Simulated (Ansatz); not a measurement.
# PH2 (SMILES [PH2]) at RPA@PBE/6-31G(d) (spherical functions)

Aim: the energy change on altering one bond length of PH2 at RPA@PBE/6-31G* (spherical functions), from 2 runs. 

The results are computed with Ansatz 0.2.0.

46 further runs of the same task are left out: 46 set aside as unsound or not needed.

## (1) The system as given

The species is PH2 (3 atoms), meant as a doublet with charge 0. SMILES: `[PH2]`. Geometry: relaxed at GFN2-xTB.

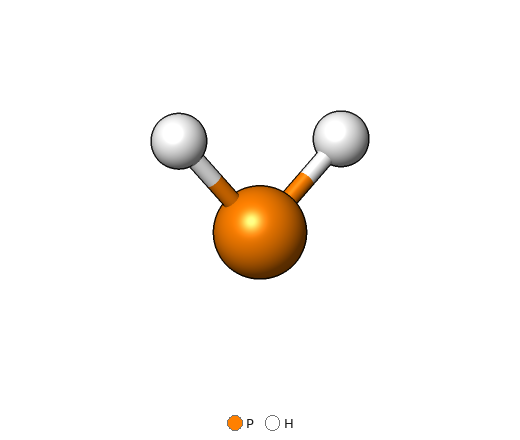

The structure, seen from a chosen angle (phosphorus orange, hydrogen white).

## (2) The energy at RPA@PBE/6-31G(d) (spherical functions)

Contents of input.yaml:

```yaml
crystal:
  periodic: [false, false, false]
  atoms:
    - {symbol: P, position_ang: [0.514470, -0.302750, 0.252680]}
    - {symbol: H, position_ang: [0.111510, 1.027360, 0.172420]}
    - {symbol: H, position_ang: [-0.625980, -0.724620, -0.425100]}
basis:
  gaussian:
    orbitals: 6-31G_st_-spherical.json
magnetization:
  spin_polarized: true
  initial_magnetization: 1
hamiltonian:
  xc: pbe
correlation:
  method: rpa
  frozen_orbitals: {H: 0, P: 5}
accuracy: high
```

The basis set 6-31G* is read from a file made from the Basis Set Exchange's data (not shown).

On the command line:

```console
$ ansatz run input.yaml --threads 1 --pin off --max-ram 2610MiB --events-out events.jsonl --progress --plain --runs-dir runs
```

Log:

```text
Warning: RAYON_NUM_THREADS=1 ignored (pool sized by the plan → 1); use --threads N
Functional definition: PBE
  name "PBE"
  parameter kappa = 0.804
  parameter beta = 0.06672455060314922
  exchange = pbe_x(kappa = kappa, mu = beta*pi^2/3)
  correlation = pbe_c(beta = beta)
379 factors; integrals over basis functions are off by at most 3.4e-9 eV
mean field evaluation 1: about -9314.3958 eV, gradient 6.4e0 eV
mean field evaluation 2: about -9314.3874 eV, gradient 6.4e0 eV
mean field evaluation 4: about -9314.7531 eV, gradient 6.5e-1 eV
mean field evaluation 8: about -9314.7561 eV, gradient 4.2e-3 eV
mean field evaluation 16: about -9314.7561 eV, gradient 8.6e-8 eV
mean field -9314.75605069 eV, -342.3109710945 hartree, gradient 8.6e-8 eV, S^2 0.753490; 0 other end points of the search recorded, 0 dependent functions left out
5 core orbitals not correlated: weight in the atoms' cores, before any rotation towards them, 1.000 or more for the frozen orbitals, at most 0.000 for the correlated occupied ones
reference -9301.95660127 eV, -341.8406000040 hartree; 4, 3 occupied and 13, 14 virtual orbitals, 379 factors
Total energy: -9306.80326498 eV, -342.0187116102 hartree
```

Run time: 1.2 s. Hardware: 1 thread of Arm Neoverse V1, shared host; peak memory 0.1 GiB.

## (3) The distorted shape at the same level

Contents of job.yaml:

```yaml
crystal:
  periodic: [false, false, false]
  atoms:
    - {symbol: P, position_ang: [0.799546, -0.197296, 0.422103]}
    - {symbol: H, position_ang: [0.396586, 1.132814, 0.341843]}
    - {symbol: H, position_ang: [-0.625980, -0.724620, -0.425100]}
basis:
  gaussian:
    orbitals: 6-31G_st_-spherical.json
magnetization:
  spin_polarized: true
  initial_magnetization: 1
hamiltonian:
  xc: {name: PBE}
correlation:
  method: rpa
  frozen_orbitals: {H: 0, P: 5}
accuracy: high
```

The basis set 6-31G* is read from a file made from the Basis Set Exchange's data (not shown).

On the command line:

```console
$ ansatz run job.yaml --threads 1 --pin off --max-ram 2610MiB --events-out events.jsonl --progress --plain --runs-dir runs
```

Log, cut to the lines that bear on the results:

```text
Warning: RAYON_NUM_THREADS=1 ignored (pool sized by the plan → 1); use --threads N
[... 6 set-up lines as earlier in the session ...]
382 factors; integrals over basis functions are off by at most 3.4e-9 eV
mean field evaluation 1: about -9313.9978 eV, gradient 5.2e0 eV
mean field evaluation 2: about -9313.9908 eV, gradient 5.2e0 eV
mean field evaluation 4: about -9314.2129 eV, gradient 1.5e0 eV
mean field evaluation 8: about -9314.2357 eV, gradient 1.6e-2 eV
mean field evaluation 16: about -9314.2357 eV, gradient 1.3e-6 eV
mean field -9314.23572915 eV, -342.2918496306 hartree, gradient 1.8e-8 eV, S^2 0.754504; 0 other end points of the search recorded, 0 dependent functions left out
5 core orbitals not correlated: weight in the atoms' cores, before any rotation towards them, 1.000 or more for the frozen orbitals, at most 0.000 for the correlated occupied ones
reference -9301.13807216 eV, -341.8105196140 hartree; 4, 3 occupied and 13, 14 virtual orbitals, 382 factors
Total energy: -9306.25501422 eV, -341.9985637664 hartree
```

Wall time 1.3 s (1 thread of Arm Neoverse V1, shared host); peak memory 0.1 GiB.

## (4) Results

Level: RPA@PBE/6-31G* (spherical functions), 5 core orbitals frozen.

```
                                                         quantity          value
                                        first shape: total energy  -342.01871 Eh
                    first shape: RPA correlation energy (valence)     -178.1 mEh
                   first shape: ⟨S²⟩ of the reference determinant          0.753
                                    distorted shape: total energy  -341.99856 Eh
                distorted shape: RPA correlation energy (valence)     -188.0 mEh
               distorted shape: ⟨S²⟩ of the reference determinant          0.755
energy change with the P1–H3 bond stretched from 1.392 to 1.740 Å       0.548 eV
```

With the P1–H3 bond stretched from 1.392 to 1.740 Å the energy rises by 0.55 eV (12.6 kcal/mol). The first shape isn't relaxed at this level, so the change isn't measured from a minimum.
